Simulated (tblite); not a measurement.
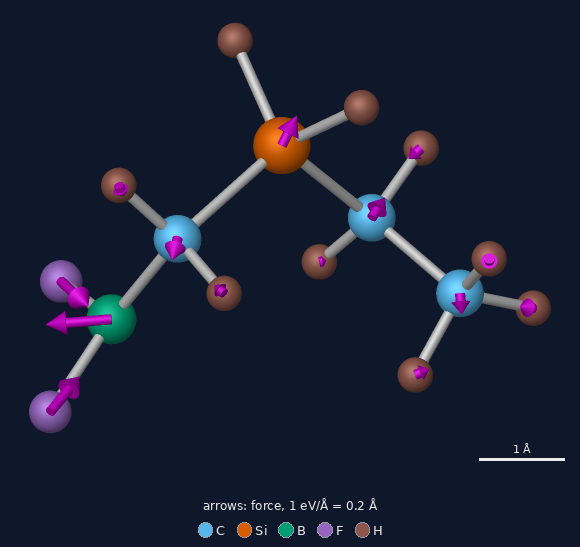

Starting geometry of C3H9BF2Si with the computed forces as purple arrows. Style: ball-and-stick. Shown at a tilt.

All numbers below come from GFN2-xTB geometry optimisation, gas phase (tblite). 

What follows when this structure is relaxed?

Answer. It isn't relaxed: the largest force vector, on the B atom, is 3.89 eV/Å. The final displacements follow the starting forces only in part (cosine between the two patterns 0.38). The largest move after the best rigid fit is that of an F atom, 1.62 Å. Largest moves by element: F 1.62 Å, H 0.61 Å, C 0.27 Å, Si 0.16 Å, B 0.10 Å. Some distances before and after: B–F 1.458 → 1.325 Å, C–Si 1.841 → 1.925 Å, C–Si 1.867 → 1.904 Å, C–H 1.126 → 1.091 Å. Among the angles between lasting bonds that change: C–B–F 115.5° → 123.4°, C–Si–H 115.1° → 109.4°, C–C–H 104.8° → 110.6°. Over 122 geometry steps the energy falls by 116.1 kJ/mol. The run took 0.76 s on 1 thread of Arm Neoverse V1, on a shared host.
